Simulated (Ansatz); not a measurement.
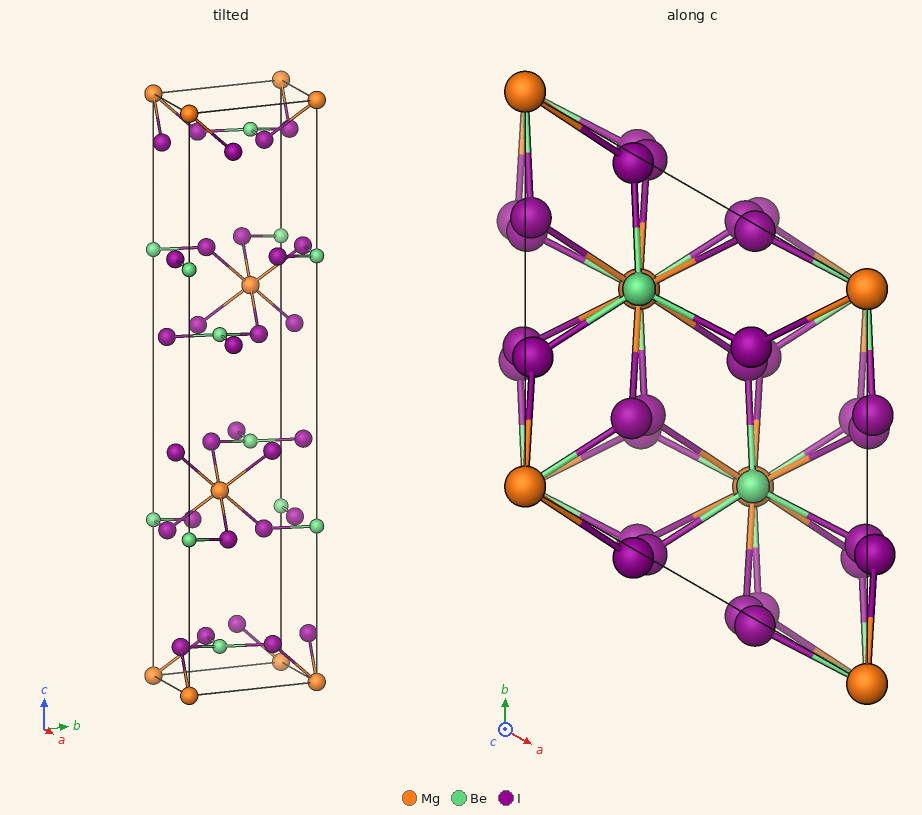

A ball-and-stick picture of a crystal structure, seen slightly off an axis and along the c axis. The conventional unit cell is drawn as a box.

MgBe₂I₆, space group R-3 (No. 148), a = 7.229 Å, b = 7.229 Å, c = 24.673 Å, α = 90.00°, β = 90.00°, γ = 120.00°. Starting structure: a structure type filled with these elements by a generator (whether the compound takes this form wasn't checked). Earlier steps of the study, as a rule a relaxation of our own, may have changed the cell and positions, so they can lie some per cent off the listed ones. Ansatz was used for an electronic-structure calculation on it.

This one geometry was computed with Ansatz (DFT, plane waves, PAW) at three levels of theory: r2SCAN, PBE and LDA.

### Which level gives the highest pressure at this volume, and what does that say about its equilibrium volume?

Highest: r2SCAN (-0.4 GPa) and PBE (0.0 GPa), which points to the largest equilibrium volume. Lowest, with the smallest volume: LDA (-1.8 GPa). Levels within 0.5 GPa of each other can't be told apart.

### How does the band gap change with the level of theory?

LDA: a gap of 3.16 eV, indirect; PBE: a gap of 3.30 eV, indirect; r2SCAN: a gap of 3.88 eV, indirect.

### Collect the results in a table.

| level | cutoff (eV) | k-mesh of the run's cell | gap (eV) | pressure (GPa) |
| --- | --- | --- | --- | --- |
| r2SCAN | 500 | 6×6×6 | 3.88 | -0.4 |
| PBE | 420 | 6×6×6 | 3.30 | 0.0 |
| LDA | 420 | 6×6×6 | 3.16 | -1.8 |

Gaps are taken on the k-mesh or band path of each run.
